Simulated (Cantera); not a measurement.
A closed system holds: 1 mol SiO2, a varied amount of Al2O3, 0.53 mol H2O, equilibrated at 1898 K and 13.3 mbar.

These are equilibrium values from Cantera (NASA tables, ideal gas, pure condensed phases), not measurements of a reactor. Candidate condensed phases: Al, Al2O3, Al2SiO5, Al6Si2O13, H2O, Si, SiO2; 28 gas species. Mutual solubility and eutectic melting of coexisting phases are not modelled. The tables hold silica as quartz up to 1696 K and as liquid above; real silica turns to tridymite and cristobalite and melts near 1996 K. Condensed phases not in the tables: alloys, solid solutions and most ternary compounds. Gases not in the tables: Si(OH)4, Al(OH)3. Rates play no part.

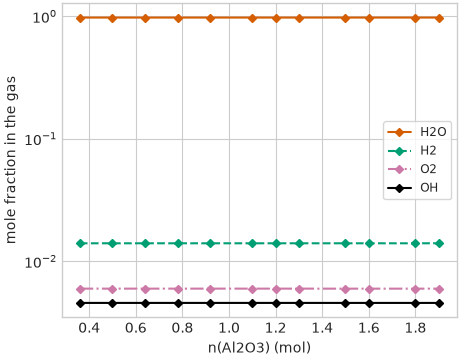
Figure. Equilibrium gas composition (values under 1e-9 drawn at 1e-9)

From 0.36 mol Al2O3 to 1.3 mol Al2O3 the condensed part is Al6Si2O13(mullite) + SiO2(condensed). At 1.5 mol Al2O3 the condensed part is Al6Si2O13(mullite). From 1.6 mol Al2O3 to 1.9 mol Al2O3 the condensed part is Al2O3(s) + Al6Si2O13(mullite).
